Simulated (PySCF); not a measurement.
C₂H₁₂N₂Si₂ (SMILES CC(N[SiH3])N[SiH3])

Input

```
{"job": {"kind": "nmr", "xc": "PBE0", "basis": "pcSseg-1"}, "charge": 0, "multiplicity": 1}
C     -0.005078    -0.731909     0.141674
N      0.683186    -0.096950    -0.970034
Si    -0.044388     0.925324    -2.173508
N     -0.233468     0.122854     1.293006
Si     1.005293     0.542529     2.432743
C     -1.320774    -1.331633    -0.327994
H      0.639316    -1.557708     0.495683
H      1.652680     0.118030    -0.760850
H     -0.869089     0.147938    -3.147930
H     -0.940835     1.996367    -1.617024
H      1.088029     1.582327    -2.890330
H     -0.964243     0.811630     1.133600
H      0.360209     1.287876     3.553293
H      1.634990    -0.721017     2.925109
H      2.119553     1.399346     1.896324
H     -1.162743    -2.021542    -1.168691
H     -1.807173    -1.866602     0.498367
H     -2.013277    -0.539112    -0.662947
```

Command:

```sh
OMP_NUM_THREADS=1 python cluster_run.py task.json out
```

Geometry: PBE0-D3(BJ)/def2-SVP.

These are results of PBE0/pcSseg-1, SCF density, gas phase, non-relativistic in PySCF 2.14.0, not measurements.

> What can the converged electron density and electron localisation function tell about the bonding?

C–N (1.45 Å): ρ is about 1.9 e/Å³ halfway; the ELF peaks at about 0.90 between the atoms (a shared electron pair).
C–C (1.52 Å): ρ is about 1.7 e/Å³ halfway; the ELF peaks at about 0.95 between the atoms; a covalent bond.
C–H (1.10 Å): ρ at the midpoint is about 1.9 e/Å³; the ELF climbs to about 1 towards the hydrogen, as it does in any bond to H: a covalent bond by its length.

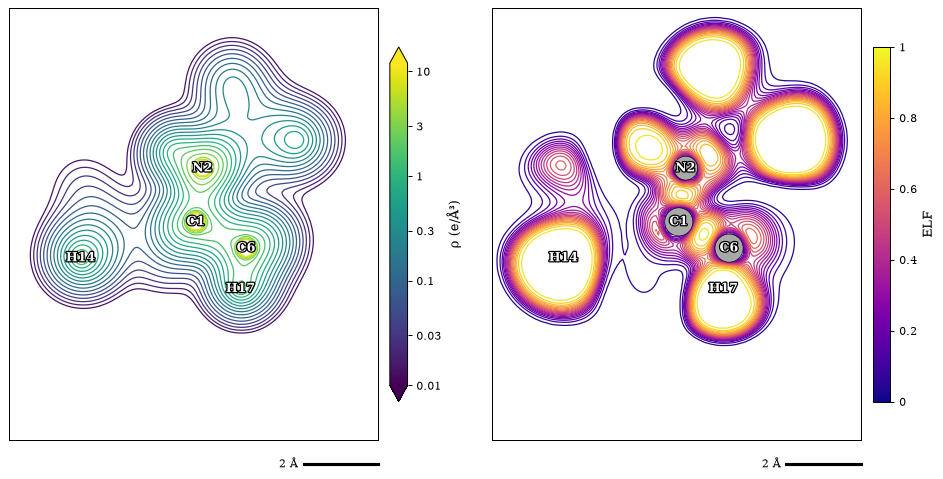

Computed electron density and electron localisation function on the plane of atoms C1, C6 and H17, in this order. Grey discs cover the atomic cores in the ELF map. 
